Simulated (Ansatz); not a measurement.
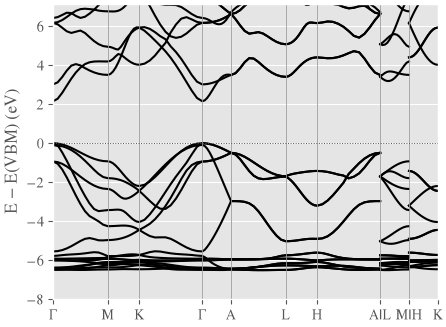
Figure: Band structure from PBEsol (plane waves, PAW; program Ansatz)

Read off the gap and where the band edges lie.

About 2.2 eV (2.15 eV by a search for the band edges); maximum at Γ, minimum at Γ.

The material is ZnS (wurtzite, P6_3mc).

The cell was relaxed with PBEsol under the symmetry of its start.

Potentials: the later of the program's two PAW sets.
